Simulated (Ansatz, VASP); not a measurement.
# Na2Sb in two plane-wave programs

Aim: how closely do two programs agree when they are given the same cell, functional and k mesh? The cell is generated by rule, not measured, and may not be a known phase. The cell comes out of the VASP series on this material, whose earlier steps may have relaxed, scaled or displaced it; both programs get it as it stands.

Program: Ansatz 0.2.0. Level of theory: plane waves, with VASP 6.6.1 beside it; band structure at LDA and band structure at LDA, spin-orbit coupling. Results are calculated unless marked as measured.

## 1. Set-up

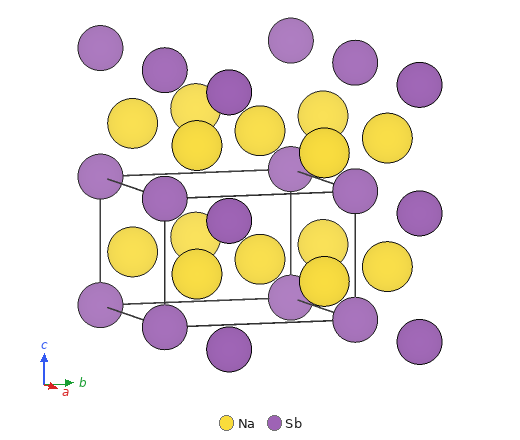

Start, viewed slightly off an axis; sodium yellow, antimony purple. 2×1×2 cells are drawn. Some periodic images of atoms are drawn too.

## 2. Ansatz: band structure, LDA

Ansatz runs on its default PAW (the set named soft_2) files.

Levels along a path test the potential and the projectors away from the mesh points.

input.yaml

```yaml
crystal:
  lattice:
    - [5.2340367641, 0.0, 0.0]
    - [0.0, 5.2340367641, 0.0]
    - [0.0, 0.0, 3.3701280977]
  atoms:
    - { symbol: Na, position: [0.5, 0.0, 0.5] }
    - { symbol: Na, position: [0.0, 0.5, 0.5] }
    - { symbol: Sb, position: [0.0, 0.0, 0.0] }
hamiltonian:
  xc: lda
  pseudopotentials: { kind: paw }
kpoints:
  mp_grid: { grid: [5, 5, 7] }
  band_path:
    path:
      - [0.0, 0.0, 0.0]
      - [0.0, 0.13333, 0.0]
      - [0.0, 0.3, 0.0]
      - [0.0, 0.46667, 0.0]
      - [0.1, 0.5, 0.0]
      - [0.26667, 0.5, 0.0]
      - [0.43333, 0.5, 0.0]
      - [0.43333, 0.43333, 0.0]
      - [0.26667, 0.26667, 0.0]
      - [0.1, 0.1, 0.0]
      - [0.0, 0.0, 0.03333]
      - [0.0, 0.0, 0.2]
      - [0.0, 0.0, 0.36667]
      - [0.0, 0.0, 0.5]
      - [0.0, 0.16667, 0.5]
      - [0.0, 0.3, 0.5]
      - [0.0, 0.46667, 0.5]
      - [0.1, 0.5, 0.5]
      - [0.26667, 0.5, 0.5]
      - [0.43333, 0.5, 0.5]
      - [0.43333, 0.43333, 0.5]
      - [0.26667, 0.26667, 0.5]
      - [0.1, 0.1, 0.5]
      - [0.0, 0.5, 0.03333]
      - [0.0, 0.5, 0.2]
      - [0.0, 0.5, 0.36667]
      - [0.5, 0.5, 0.0]
      - [0.5, 0.5, 0.16667]
      - [0.5, 0.5, 0.33333]
      - [0.5, 0.5, 0.5]
    npoints: 1
scf:
  occupations: { method: methfessel_paxton, width: 0.2 }
  n_extra_bands: 7
output:
  forces: true
  stress: true
  eigenvalues: true
```

Command:

```console
ansatz run input.yaml --threads 2 --pin off --max-ram 4608MiB --backend cpu --events-out ev --progress --plain --runs-dir out
```

Numbers of over 12 decimals in the logs are rounded to 6 here.

The log of the run:

```text
scf.n_extra_bands = 7 over 17 filled bands (N_el = 33.0): the run solves 24 bands
Engine: ansatz 0.2.0, x86_64-unknown-linux-gnu
Pseudopotentials: kind: paw
Pseudopotential: Na, paw, valence charge 9, recommended cutoff 420 eV (normal), Na.paw.azcp
Pseudopotential: Sb, paw, valence charge 15, recommended cutoff 420 eV (normal), Sb.paw.azcp
Functional definition: SPW92
  exchange = slater_x
  correlation = pw_c
Crystal: 3 atoms, lattice volume = 92.325 Å³
Basis set: ecut = 420 eV, 1843 PW (Γ)
Bands: 24, of which v1, the nominal top of the filled ones, is band 17 counted from 1 (16 counted from 0)
Symmetry: 16 space group operations
Space group: P4/mmm (ITA 123), of the structure as read, at distance tolerance 4.5e-5 Å
k-points: 24 of 175
Non-local potential: Na, projectors of the file, l = 0: 3, l = 1: 2, l = 2: 1
Non-local potential: Sb, projectors of the file, l = 0: 2, l = 1: 2, l = 2: 2, l = 3: 2
PAW form: soft (Blöchl's): semilocal exchange-correlation on the pseudo side does not see the compensation charge
PAW frozen core: Na, regenerated for the run's functional, and the local potential with it (the file was generated under x = pbe(κ = 0.804, μ = 0.219515), c = pbe(β = 0.066725))
PAW frozen core: Sb, regenerated for the run's functional, and the local potential with it (the file was generated under x = pbe(κ = 0.804, μ = 0.219515), c = pbe(β = 0.066725))
PAW one-centre angular grid: Na, 110 points (default); XC on 64 Gauss nodes
PAW one-centre angular grid: Sb, 590 points (default); XC on 64 Gauss nodes
Initial density: superposition of atomic densities (neutral atoms: chi_scale 0, normalization atom), corrected by the library's trained network
Initial wavefunctions: pseudopotential atomic-orbital guess
Functional: x = slater, c = lda
SCF iter   1: F=—  HF=-9270.123580 eV  |F-HF|=—  |Δ(HF+E_count)|=         —  Δρ=7.00e-3  dr2=2.45e-2  ethr=1.77e-3  ⟨swp⟩=7.0  Hψ=2861  notcnv=0
preconditioner: auto → LDOS  [metal: Δε(μ)=0.039 eV  Ē_g=8.930 eV  σ=0.200 eV  W_gap=0.16  n_scr=18 (ndim 8)  ℏωp=10.2 eV  f_vac=0.195  D(μ)=0.78/eV (n_scr^D=4)  β→1.0]
SCF iter   2: F=—  HF=-9270.116345 eV  |F-HF|=—  |Δ(HF+E_count)|=   7.24e-3  S|Δr|=    0.00e0  Δρ=4.11e-3  dr2=7.38e-3  ethr=7.43e-5  ⟨swp⟩=2.0  Hψ=1165  notcnv=0
SCF iter   3: F=—  HF=-9270.110786 eV  |F-HF|=—  |Δ(HF+E_count)|=   5.56e-3  S|Δr|=    0.00e0  Δρ=6.77e-4  dr2=2.26e-4  ethr=2.24e-5  ⟨swp⟩=2.0  Hψ=906  notcnv=0
SCF iter   4: F=—  HF=-9270.110720 eV  |F-HF|=—  |Δ(HF+E_count)|=   6.61e-5  S|Δr|=    0.00e0  Δρ=8.27e-5  dr2=6.18e-6  ethr=6.86e-7  ⟨swp⟩=2.0  Hψ=881  notcnv=0
SCF iter   5: F=—  HF=-9270.110721 eV  |F-HF|=—  |Δ(HF+E_count)|=   4.18e-7  S|Δr|=    0.00e0  Δρ=1.86e-5  dr2=2.27e-7  ethr=1.87e-8  ⟨swp⟩=2.1  Hψ=663  notcnv=0
SCF iter   6: F=-9270.110721 eV  HF=-9270.110721 eV  |F-HF|=4.27e-8  |Δ(HF+E_count)|=   7.57e-8  S|Δr|=    0.00e0  Δρ=6.14e-6  dr2=3.74e-8  ethr=3.03e-10  ⟨swp⟩=10.0  Hψ=2931  notcnv=0
SCF 1 converged in 6 iterations: F = -9270.110721 eV  dr2 = 3.74e-8
  greatest PAW one-centre occupation: 0.999 electrons in one spin orbital (limit 2), on the Na atom at site 1 (counted from 0), in its partial waves of l = 0
NSCF: frozen V_eff on 30 k-points
SCF converged after 6 iterations
Stability not checked: this state was not tested for a lower state beside it, because cold or Methfessel-Paxton smearing, or corrected tetrahedra, fill the levels in a way that the test cannot read (fill_not_monotonic; see scf.lower_state_search)
Free energy (F): -9270.110721 eV
Harris-Foulkes:  -9270.110721 eV  (|F-HF|=4.27e-8)
Internal energy: -9270.108146 eV  (E = F + TS)
E sigma→0 (E₀):  -9270.110077 eV
Entropy (-TS):   -0.002575 eV (-0.858 meV/atom)
Fermi energy:    4.150064 eV
--- Per-component energies (eV) ---
  E_band       = -665.741435
  E_kinetic    = 450.971808
  E_local      = -4826.861683  (includes V_loc(G=0)·N_el)
  E_nonlocal   = 600.263540
  E_hartree    = 1941.975490
  E_xc         = -214.355742
  E_vxc        = -196.890592  (∫ρ·V_xc dr)
  E_paw        = -4916.562933  (= ΣΔE_a)
  E_vpaw       = -577.186325  (= ΣTr[D̂ρ^β])
  E_aug_tail   = -0.000027  (compensation charges beyond the density's cutoff)
  E_ewald      = -2306.379203
  E_core_change = 0.840604  (= ΣΔE_core)
  E_smearing   = -0.002575  (= −TS)
  E_closure    = -0.000000  (closes the sum)
  Σ components = -9270.110721   (vs F -9270.110721, Δ=0.00e0)
--- Forces (eV/Å), atoms counted from 1 ---
  atom   1  Na     0.00000000     0.00000000     0.00000000
  atom   2  Na     0.00000000    -0.00000000     0.00000000
  atom   3  Sb     0.00000000     0.00000000     0.00000000
  max |Σ_I F_I| component: 6.02e-29 eV/Å
--- Stress (GPa, compression-positive) ---
       -0.001121       0.000000       0.000000
        0.000000      -0.001121       0.000000
        0.000000       0.000000       0.106716
  P = ⅓ Tr σ = 0.0348 GPa (0.348 kbar)
--- Band table (eV; the first three rows and the last of 24) ---
  k-point 0: bands = [... 13 lower, -5.3149, 2.5981, 2.5981, 4.1408, 6.5870, 7.6841, 10.0124, 10.1251, ... 3 higher]
  k-point 1: bands = [... 13 lower, -5.0737, 2.8188, 2.8188, 4.3768, 5.6559, 6.8462, 10.2665, 10.2850, ... 3 higher]
  k-point 2: bands = [... 13 lower, -4.3954, 2.8394, 3.4234, 3.4234, 5.2691, 7.5701, 10.0436, 10.0436, ... 3 higher]
  k-point 23: bands = [... 13 lower, -3.4231, 1.2970, 3.2623, 3.3013, 6.7608, 7.3826, 7.4655, 8.9669, ... 3 higher]
```

The job ended after 1.3 s (2 threads of Intel Xeon 6975P-C (Granite Rapids), shared host; peak memory 0.41 GiB).

Reading the cycles: dr2 is the Hartree energy of the density residual (eV), the measure of convergence; HF is the Harris–Foulkes estimate of the energy, which meets the free energy F at convergence.

## 3. VASP: band structure, LDA

The same cell, functional (in two slightly different forms), mesh and smearing now go to VASP, with its own data sets and cutoff.

Lines of VASP's logs that name or quote its potential files are left out, and so is its time.

INCAR

```
SYSTEM = Na2Sb
PREC = Accurate
ENCUT = 400
EDIFF = 1E-06
NELM = 100
ISMEAR = 1
SIGMA = 0.2
LREAL = .FALSE.
ALGO = Normal
GGA = CA
NBANDS = 22
LORBIT = 11
LWAVE = .FALSE.
LCHARG = .FALSE.
```

POSCAR

```
Na2Sb
1.0
    5.2340367641      0.0000000000      0.0000000000
    0.0000000000      5.2340367641      0.0000000000
    0.0000000000      0.0000000000      3.3701280977
Na Sb
2 1
Direct
    0.5000000000      0.0000000000      0.5000000000
    0.0000000000      0.5000000000      0.5000000000
    0.0000000000      0.0000000000      0.0000000000
```

KPOINTS

```
Automatic mesh
0
Gamma
5 5 7
0 0 0
```

KPOINTS_OPT

```
Line mode
16
Line-mode
Reciprocal
  0.00000000   0.00000000   0.00000000 GAMMA
  0.00000000   0.50000000   0.00000000 X

  0.00000000   0.50000000   0.00000000 X
  0.50000000   0.50000000   0.00000000 M

  0.50000000   0.50000000   0.00000000 M
  0.00000000   0.00000000   0.00000000 GAMMA

  0.00000000   0.00000000   0.00000000 GAMMA
  0.00000000   0.00000000   0.50000000 Z

  0.00000000   0.00000000   0.50000000 Z
  0.00000000   0.50000000   0.50000000 R

  0.00000000   0.50000000   0.50000000 R
  0.50000000   0.50000000   0.50000000 A

  0.50000000   0.50000000   0.50000000 A
  0.00000000   0.00000000   0.50000000 Z

  0.00000000   0.50000000   0.00000000 X
  0.00000000   0.50000000   0.50000000 R

  0.50000000   0.50000000   0.00000000 M
  0.50000000   0.50000000   0.50000000 A
```

The projector-augmented-wave data sets are Na_pv and Sb (LDA family, release 64).

Command:

```console
mpirun -np 1 vasp_std
```

The log of the run:

```text
[banner, memory and clock lines left out]
running    1 mpi-ranks, on    1 nodes
 distrk:  each k-point on    1 cores,    1 groups
 distr:  one band on    1 cores,    1 groups

 POSCAR found type information on POSCAR NaSb
 POSCAR found :  2 types and       3 ions
 LDA part: xc-table for (Slater(with rela. corr.)+CA(PZ))
 , standard interpolation
 POSCAR, INCAR and KPOINTS ok, starting setup
 FFT: planning ... GRIDC
 FFT: planning ... GRID_SOFT
 FFT: planning ... GRID
 WAVECAR not read
 entering main loop
       N       E                     dE             d eps       ncg     rms          rms(c)
DAV:   1     0.128670957124E+03    0.12867E+03   -0.76112E+03  1056   0.634E+02
DAV:   2    -0.129942599746E+01   -0.12997E+03   -0.12619E+03  1074   0.224E+02
DAV:   3    -0.911576341704E+01   -0.78163E+01   -0.77840E+01  1282   0.598E+01
DAV:   4    -0.925238129626E+01   -0.13662E+00   -0.13652E+00  1224   0.842E+00
DAV:   5    -0.925638652290E+01   -0.40052E-02   -0.40051E-02  1296   0.138E+00    0.261E+00
DAV:   6    -0.890794599285E+01    0.34844E+00   -0.23566E-01  1152   0.195E+00    0.146E+00
DAV:   7    -0.879511405412E+01    0.11283E+00   -0.24990E-01  1232   0.157E+00    0.427E-01
DAV:   8    -0.879427130001E+01    0.84275E-03   -0.28274E-02  1122   0.110E+00    0.249E-01
DAV:   9    -0.879287410964E+01    0.13972E-02   -0.24733E-03  1242   0.299E-01    0.900E-02
DAV:  10    -0.879286451605E+01    0.95936E-05   -0.44652E-04  1226   0.128E-01    0.925E-02
DAV:  11    -0.879291558610E+01   -0.51070E-04   -0.26512E-05  1194   0.305E-02    0.509E-02
DAV:  12    -0.879289883793E+01    0.16748E-04   -0.49673E-05  1196   0.225E-02    0.866E-03
DAV:  13    -0.879289940150E+01   -0.56358E-06   -0.40481E-06  1236   0.906E-03
   1 F= -.87928994E+01 E0= -.87920357E+01  d E =-.259125E-02
 Start KPOINTS_OPT (optional k-point list driver)
k-point batch [1-24\144]
       N       E                     dE             ncg
DAV:   1    -0.341199874084E+04   -0.74699E+04     1056
DAV:   2    -0.646786902717E+04   -0.30559E+04     1132
DAV:   3    -0.664556826042E+04   -0.17770E+03     1314
DAV:   4    -0.664856367047E+04   -0.29954E+01     1302
DAV:   5    -0.664865522963E+04   -0.91559E-01     1334
DAV:   6    -0.664865848677E+04   -0.32571E-02     1350
DAV:   7    -0.664865862685E+04   -0.14008E-03     1354
DAV:   8    -0.664865862925E+04   -0.23972E-05     1124
DAV:   9    -0.664865862934E+04   -0.95464E-07      798
[...]
k-point batch [121-144\144]
       N       E                     dE             ncg
DAV:   1    -0.337752815473E+04   -0.15263E+05     1056
DAV:   2    -0.643321917390E+04   -0.30557E+04     1096
DAV:   3    -0.661044230770E+04   -0.17722E+03     1354
DAV:   4    -0.661340354196E+04   -0.29612E+01     1224
DAV:   5    -0.661349178550E+04   -0.88244E-01     1306
DAV:   6    -0.661349585243E+04   -0.40669E-02     1382
DAV:   7    -0.661349595889E+04   -0.10646E-03     1364
DAV:   8    -0.661349596089E+04   -0.20005E-05      996
DAV:   9    -0.661349596099E+04   -0.95326E-07      810
```

From OUTCAR (step 3):

```text
ion  position               nearest neighbor table
   1  0.500  0.000  0.500-   3 3.11   3 3.11   3 3.11   3 3.11
   2  0.000  0.500  0.500-   3 3.11   3 3.11   3 3.11   3 3.11
   3  0.000  0.000  0.000-   1 3.11   2 3.11   1 3.11   2 3.11   2 3.11   2 3.11   1 3.11   1 3.11

  LATTYP: Found a simple tetragonal cell.
 ALAT       =     5.2340367641
 C/A-ratio  =     0.6438869747

 Subroutine GETGRP returns: Found 16 space group operations
 (whereof 16 operations were pure point group operations)

The static configuration has the point symmetry D_4h.

 Found     24 irreducible k-points:

   k-points           NKPTS =     24   k-points in BZ     NKDIM =     24   number of bands    NBANDS=     22

   dimension x,y,z NGX =    36 NGY =   36 NGZ =   24
   dimension x,y,z NGXF=    72 NGYF=   72 NGZF=   48

   ENCUT  =  400.0 eV  29.40 Ry    5.42 a.u.   8.54  8.54  5.50*2*pi/ulx,y,z

   NELECT =      19.0000    total number of electrons

 k-points in reciprocal lattice and weights: Automatic mesh
   0.00000000  0.00000000  0.00000000       0.006
   0.20000000  0.00000000  0.00000000       0.023
   0.40000000  0.00000000  0.00000000       0.023
   0.20000000  0.20000000  0.00000000       0.023
   0.40000000  0.20000000  0.00000000       0.046
   0.40000000  0.40000000  0.00000000       0.023
   0.00000000  0.00000000  0.14285714       0.011
   0.20000000  0.00000000  0.14285714       0.046
   0.40000000  0.00000000  0.14285714       0.046
[...]
0.40000000  0.20000000  0.42857143       0.091
   0.40000000  0.40000000  0.42857143       0.046

 average (electrostatic) potential at core
       1 -46.4521       2 -46.4521       3 -90.4434

 E-fermi :   2.1727

 k-point     1 :       0.0000    0.0000    0.0000
  band No.  band energies     occupation
    ...
      6     -22.0229      2.00000
      7      -7.2626      2.00000
      8       0.6165      2.00000
      9       0.6165      2.00000
     10       2.1644      1.06974
     11       4.5959     -0.00000
     12       5.7170     -0.00000
     13       7.9804      0.00000
     14       8.1383      0.00000
     15       8.1383      0.00000
    ...

 k-point     2 :       0.2000    0.0000    0.0000
  band No.  band energies     occupation
    ...
      5     -22.0266      2.00000
      6     -22.0234      2.00000
      7      -7.2090      2.00000
      8      -0.1479      2.00000
      9       0.6761      2.00000
     10       2.8990     -0.00000
     11       5.1897     -0.00000
     12       5.7302     -0.00000
     13       6.5142      0.00000
     14       7.1150      0.00000
    ...

 k-point     3 :       0.4000    0.0000    0.0000
  band No.  band energies     occupation
    ...
      5     -22.0254      2.00000
      6     -22.0243      2.00000
      7      -7.1173      2.00000
      8      -0.8840      2.00000
      9       0.7812      2.00000
     10       3.7814     -0.00000
     11       5.1237     -0.00000
     12       5.6506     -0.00000
     13       5.7519     -0.00000
     14       7.9063      0.00000
    ...

  Total       -0.0576054     -0.0576054      0.0263803      0.0000000      0.0000000      0.0000000
  in kB       -0.9996638     -0.9996638      0.4577937      0.0000000      0.0000000      0.0000000
  external PRESSURE =      -0.5138446 kB  Pullay stress =       0.0000000 kB

  energy-cutoff  :      400.00
  volume of cell :       92.33
      direct lattice vectors                 reciprocal lattice vectors
     5.234036764  0.000000000  0.000000000     0.191057122  0.000000000  0.000000000
     0.000000000  5.234036764  0.000000000     0.000000000  0.191057122  0.000000000
     0.000000000  0.000000000  3.370128098     0.000000000  0.000000000  0.296724626

 POSITION                                       TOTAL-FORCE (eV/Angst)
 -----------------------------------------------------------------------------------
      2.61702      0.00000      1.68506         0.000000      0.000000      0.000000
      0.00000      2.61702      1.68506         0.000000      0.000000      0.000000
      0.00000      0.00000      0.00000         0.000000      0.000000      0.000000
 -----------------------------------------------------------------------------------
    total drift:                                0.000000      0.000000      0.000000

  FREE ENERGIE OF THE ION-ELECTRON SYSTEM (eV)
  ---------------------------------------------------
  free  energy   TOTEN  =        -8.7928994015 eV

  energy  without entropy=       -8.7903081472  energy(sigma->0) =       -8.79203565

 total charge
# of ion       s       p       d       tot
------------------------------------------
    1        0.080   5.987   0.000   6.067
    2        0.080   5.987   0.000   6.067
    3        1.167   1.311   0.010   2.487
--------------------------------------------------
tot          1.327  13.285   0.010  14.622

[... 3 further parts left out ...]
```

The run ends at a pressure of -0.05 GPa.

## 4. Comparison

Known differences besides the PAW data sets themselves: the two LDA forms differ slightly; the data sets hold 33 valence electrons in Ansatz (default PAW (the set named soft_2) files) and 19 in VASP; the cutoff is 420 eV in Ansatz and 400 eV in VASP; Ansatz makes its cores anew for this functional, VASP keeps those of its LDA data sets. Total energies have different zeros and are not compared.

Compared:

```
      quantity  Ansatz   VASP  difference
pressure (GPa)    0.03  -0.05       +0.09
```

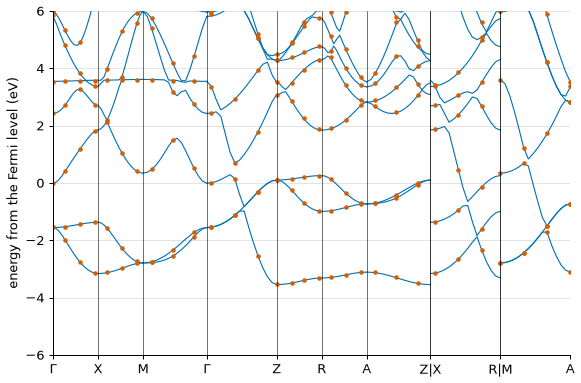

Bands from VASP (lines) and levels from Ansatz (dots). Dots without a line are higher empty bands that the VASP plot leaves out.

Levels from 3 eV below to 2 eV above the Fermi level differ by 6 meV r.m.s. and 13 meV at most; each VASP level is matched to the nearest of Ansatz, which flatters the figure a little.

(Continued in part 2 of 2.)

[Lines on the potential files, build, host, timing and source positions are cut from VASP's logs without a mark.]

[Logs are printed without paths, hosts, clocks, repeated set-up lines and the standing remarks that a program may print on its own settings, such as how far it seeks lower states.]

[Hosts, paths, dates, database ids (printed as entryN), source tags and the programs' standing remarks are cut or masked in the printed files.]
